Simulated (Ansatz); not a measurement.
The figure comes from a scan of Si (diamond): a phonon pattern at L = (0.5, 0.0, 0.0) is frozen into a 4-atom cell, Q being the largest atomic displacement. Calculation: PBE (plane waves to 420 eV, PAW, scalar-relativistic; Ansatz, an electronic-structure program). k mesh 5×10×10 (Γ-centred), Fermi-Dirac smearing 0.05 eV. Energies are smeared free energies. Si was relaxed with its symmetry unable to fall. The PAW data are Ansatz's earlier set. ΔE is measured from the undisplaced structure.

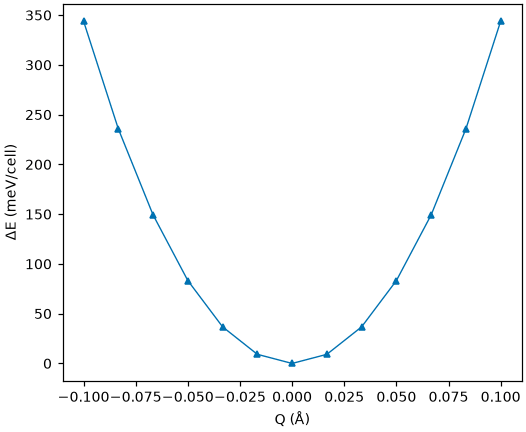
Figure. ΔE (meV/cell) against Q (Å); computed points joined by lines.

### Question
List the plotted points as numbers.

### Answer
To the nearest 5:

| Q (Å) | ΔE (meV/cell) |
|---|---|
| -0.100 | 345 |
| -0.083 | 235 |
| -0.067 | 150 |
| -0.050 | 85 |
| -0.033 | 35 |
| -0.017 | 10 |
| 0.000 | 0 |
| 0.017 | 10 |
| 0.033 | 35 |
| 0.050 | 85 |
| 0.067 | 150 |
| 0.083 | 235 |
| 0.100 | 345 |

(A displaced cell: forces are minus the slopes of the energy, force constants its curvatures, and phonons follow from these.)
